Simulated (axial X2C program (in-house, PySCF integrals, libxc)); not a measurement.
**Run report: BiIn⁻, relativistic diatomic calculation**

- system: BiIn⁻, single determinant with Ω = 3/2.
- method: B97-3, two-component X2C with atomic mean-field Coulomb and Gaunt terms, Bi dyall-av2z, In dyall-av2z (cores contracted) (axial X2C program (in-house, PySCF integrals, libxc))

### Input file
```
{"zs": [83, 49], "q": -1, "bas": ["dyall-av2z", "dyall-av2z"], "levels": ["PBE0", "HF", "B97-3", "PW91"], "cc": false, "r0": 2.93, "npts": 10, "nst": 2, "ntry": 6, "opt": {"auxb": 6.0}}
```

The line is the task of a batch: nuclear charges, charge, bases, the levels to run, a first guess of the distance and further settings. This report covers B97-3 with spin-orbit coupling. The log is that of the reference distance 2.8 Å.

Hardware: 1 CPU thread, shared host.

Launched within a batch (the task file carries these settings):
```bash
python <driver script> task.json out
```

### Log
```
two-component X2C + atomic mean field  B97-3
basis functions 218  fitting functions 552  grid points 5802
iter        total energy     max residual
   1     -27419.829601251     1.03e-01
   2     -27419.830624429     4.36e-03
   3     -27419.830626990     1.70e-03
   4     -27419.830654616     5.14e-04
   5     -27419.830664985     3.09e-04
   6     -27419.830669720     8.41e-05
   7     -27419.830670051     1.83e-05
   8     -27419.830670166     1.32e-05
   9     -27419.830670189     5.14e-06
  10     -27419.830670196     1.36e-06
  11     -27419.830670197     4.52e-07
converged
one-electron -39063.89885392  Coulomb 11460.57336573  exact exchange -146.32473085  xc functional -414.44510918  nuclear repulsion 768.62989886  atomic mean-field constant -24.36524085
```

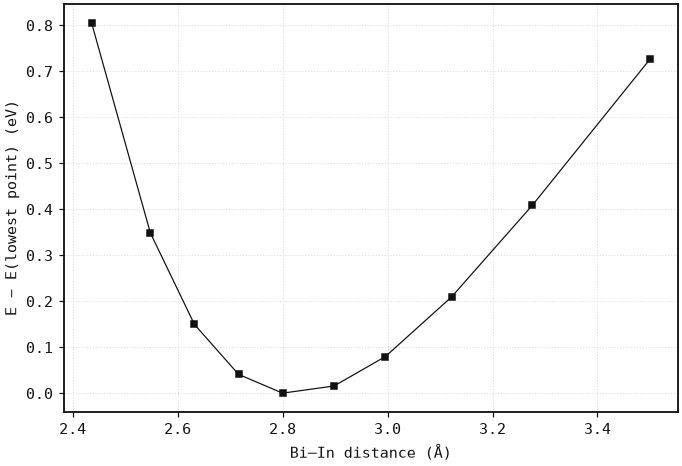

Fig. 1: Energy at 10 bond lengths, for one set of occupations held fixed; the line joins the points. A polynomial of degree 6 through 9 points gives rₑ = 2.822 Å, ωₑ = 155.4 cm⁻¹, ωₑxₑ = 0.28 cm⁻¹ and Bₑ = 0.02854 cm⁻¹. The minimum lies 2.80 eV below Bi⁻ + In, each computed as one determinant at the same level.

### What the run reported

```tsv
quantity	value
outcome	converged; a filled level lies above zero
bond length rₑ	2.822 Å
ωₑ	155.4 cm⁻¹
energy at the minimum	−27419.83073 hartree
depth below the fragments	2.80 eV
wall time	16 s
```

### What is odd here

The input is odd on purpose: sparse fitting set (auxb = 6.0). The program ran to the end. Its numbers are those of the input as typed; this run alone doesn't show how far the oddity moves them. The highest filled level (B97-3, up to 0.06 eV) lies above zero. That is common for anions, where the functional's self-interaction leaves the outer electrons unbound; only the finite basis holds them, so such levels depend on it.
